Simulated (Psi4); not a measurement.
# SiH2F (SMILES F[SiH2]) at UM06-L/def2-TZVP (sweep point 4)

Aim: the vertical electron affinity of SiH2F at UM06-L/def2-TZVP (sweep point 4), from 2 runs. 

The results are computed with Psi4 1.11.

4 further runs of the same task are left out: 4 set aside as unsound or not needed.

## 1. The molecule

The species is SiH2F (4 atoms), meant as a doublet with charge 0. SMILES: `F[SiH2]`. The coordinates come from a GFN2-xTB relaxation.

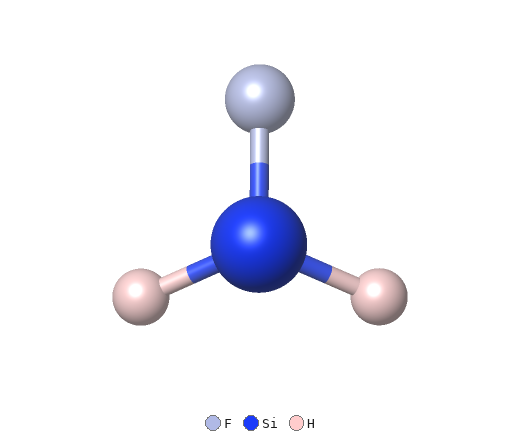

Viewed from a chosen angle; fluorine light blue, silicon blue, hydrogen pink.

## 2. A single-point energy at UM06-L/def2-TZVP (sweep point 4)

input.inp reads:

```
memory 1.6 GB

molecule system {
  0 2
  F      1.205590     0.647540    -0.425510
  Si    -0.122150    -0.264920    -0.246870
  H     -1.219930     0.678520    -0.261640
  H      0.136490    -1.061140     0.934020
  symmetry c1
}

set {
  basis def2-TZVP
  reference uks
  puream true
  scf_type pk
  dft_radial_points 50
  dft_spherical_points 194
  maxiter 150
}

e, wfn = energy("m06-l", return_wfn=True)
```

On the command line:

```sh
psi4 -i input.inp -o input.out -n 1
```

input.out:

```text
[...]
  Running in c1 symmetry.
[...]
  Nuclear repulsion =   55.499457272815420
[...]
  Multiplicity = 2
[...]
  Nalpha       = 13
  Nbeta        = 12
[...]
    Number of basis functions: 80
[...]
   @UKS iter   1:  -390.49673865644752   -3.38007e-01   6.04120e-03 DIIS/ADIIS
[...]
   @UKS iter   9:  -390.56705309109157   -1.49337e-08   3.54504e-07 DIIS
[...]
   @S^2 Observed:                7.524955790E-01
[...]
    Orbital Energies [Eh]
    ---------------------
    Alpha Occupied:
       1A    -65.855548     2A    -24.485004     3A     -5.276934
       4A     -3.586450     5A     -3.585956     6A     -3.581136
       7A     -1.160957     8A     -0.523845     9A     -0.414946
      10A     -0.405367    11A     -0.391227    12A     -0.331405
      13A     -0.196331
    Alpha Virtual:
      14A     -0.017285    15A      0.044097    16A      0.058154
      17A      0.154926    18A      0.176191    19A      0.199477
      20A      0.218440    21A      0.221427    22A      0.238149
      23A      0.303496    24A      0.306566    25A      0.398099
[...]
  @UKS Final Energy:  -390.56705309109157
   => Energetics <=
    Nuclear Repulsion Energy =             55.4994572728154196
    One-Electron Energy =                -652.3730461415620994
    Two-Electron Energy =                 238.4868319450772560
    DFT Exchange-Correlation Energy =     -32.1802961674221422
    Empirical Dispersion Energy =           0.0000000000000000
    VV10 Nonlocal Energy =                  0.0000000000000000
    Total Energy =                       -390.5670530910915659
[...]
 Multipole Moments:
 ------------------------------------------------------------------------------------
     Multipole            Electronic (a.u.)      Nuclear  (a.u.)        Total (a.u.)
 ------------------------------------------------------------------------------------
 L = 1.  Multiply by 2.5417464519 to convert [e a0] to [Debye]
 Dipole X            :          2.0539694           -2.5136279           -0.4596585
 Dipole Y            :          0.7866534           -1.0629984           -0.2763450
 Dipole Z            :         -1.1854978            1.3048982            0.1194004
 Magnitude           :                                                    0.5494624
[...]
```

Wall time 3.6 s (1 thread of AMD EPYC 9R45 (Zen 5), shared host); peak memory 0.48 GiB.

## 3. The singlet anion, same level

input.in reads:

```
memory 1600 MB

molecule mol {
  -1 1
  F      1.205590     0.647540    -0.425510
  Si    -0.122150    -0.264920    -0.246870
  H     -1.219930     0.678520    -0.261640
  H      0.136490    -1.061140     0.934020
  symmetry c1
}

set {
  basis                def2-TZVP
  puream               true
  scf_type             pk
  dft_radial_points    50
  dft_spherical_points 194
}

e_tot, wfn = energy('m06-l', return_wfn=True)
```

On the command line:

```sh
psi4 input.in input.out -n 1
```

input.out:

```text
[...]
  Running in c1 symmetry.
[...]
  Nuclear repulsion =   55.499457272815420
[...]
  Multiplicity = 1
[...]
  Nalpha       = 13
  Nbeta        = 13
[...]
    Number of basis functions: 80
[...]
   @RKS iter   1:  -390.42346312661630   -2.64732e-01   7.43329e-03 ADIIS/DIIS
[...]
   @RKS iter   9:  -390.58152624136710   -1.16513e-08   1.59738e-07 DIIS
[...]
    Orbital Energies [Eh]
    ---------------------
    Doubly Occupied:
       1A    -65.564972     2A    -24.243502     3A     -4.989865
       4A     -3.300138     5A     -3.295390     6A     -3.293124
       7A     -0.925051     8A     -0.272245     9A     -0.174125
      10A     -0.171100    11A     -0.152137    12A     -0.091643
      13A      0.091527
[...]
  @RKS Final Energy:  -390.58152624136710
   => Energetics <=
    Nuclear Repulsion Energy =             55.4994572728154196
    One-Electron Energy =                -658.8180787036716310
    Two-Electron Energy =                 245.1289731650235240
    DFT Exchange-Correlation Energy =     -32.3918779755344204
    Empirical Dispersion Energy =           0.0000000000000000
    VV10 Nonlocal Energy =                  0.0000000000000000
    Total Energy =                       -390.5815262413671007
[...]
 Multipole Moments:
 ------------------------------------------------------------------------------------
     Multipole            Electronic (a.u.)      Nuclear  (a.u.)        Total (a.u.)
 ------------------------------------------------------------------------------------
 L = 1.  Multiply by 2.5417464519 to convert [e a0] to [Debye]
 Dipole X            :          3.1301057           -2.5136279            0.6164778
 Dipole Y            :          1.7907964           -1.0629984            0.7277981
 Dipole Z            :         -0.9452970            1.3048982            0.3596012
 Magnitude           :                                                    1.0193370
[...]
```

Wall time 2.6 s (1 thread of AMD EPYC 9R45 (Zen 5), shared host); peak memory 0.48 GiB.

## 4. What came out

Level: UM06-L/def2-TZVP (sweep point 4).

| quantity | value |
| --- | --- |
| doublet SiH2F: total energy | -390.56705 Eh |
| doublet SiH2F: dipole moment | 1.40 D |
| doublet SiH2F: HOMO energy (highest over α and β) | -5.34 eV |
| doublet SiH2F: LUMO energy (lowest over α and β) | -3.30 eV |
| doublet SiH2F: ⟨S²⟩ | 0.752 |
| singlet anion: total energy | -390.58153 Eh |
| singlet anion: HOMO energy | 2.49 eV |
| singlet anion: LUMO energy | 5.65 eV |
| singlet anion: HOMO–LUMO gap (to an unbound level, set by the basis) | 3.16 eV |
| vertical electron affinity (to the singlet anion) | 0.394 eV |

What this shows: At fixed nuclei the extra electron is bound by 0.39 eV (38.0 kJ/mol). The basis has no diffuse functions, so the error can be as large as this value. The HOMO (singlet anion) lies at positive energy, 2.49 eV, as semi-local functionals often give for anions; only total energies tell whether the electron is bound.
